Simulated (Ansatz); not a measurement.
| atom | x (Å) | y (Å) | z (Å) |
| --- | --- | --- | --- |
| F | 0.0255 | 1.7486 | -3.5083 |
| N | 0.3389 | -0.8948 | -2.8865 |
| Si | -0.2614 | 0.6824 | -2.3073 |
| Sn | -0.0526 | -2.4032 | -1.0476 |
| H | -1.7294 | 0.5947 | -2.1685 |
| H | 0.5486 | 1.1111 | -1.1516 |
| H | -0.1302 | -1.2319 | -3.7273 |
| H | 1.3433 | -0.9088 | -3.0670 |
| H | -0.8313 | -0.9115 | -0.3984 |
| H | 1.5342 | -1.8249 | -0.4681 |

Geometry: PBE0-D3(BJ)/def2-SVP; core potentials replace the inner electrons of Sn.

Computed with Ansatz 0.2.0, isolated molecule in a Gaussian basis; Kohn-Sham density functional theory, functional PBE0.

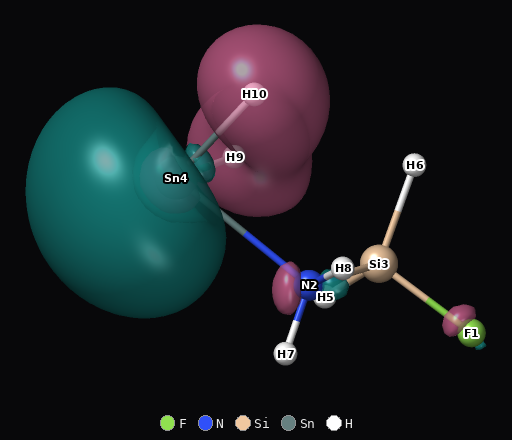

FH₆NSiSn (SMILES F[SiH2][NH2+][SnH2-]). The HOMO at ±0.1 Å⁻³ᐟ² (teal and pink are the two phases), seen at an oblique angle.

Question: What is the character of this orbital?

Answer: It lies mainly on Sn4 (about 70 %), H10 (about 15 %) and H9 (about 10 %). Its energy is −6.12 eV.
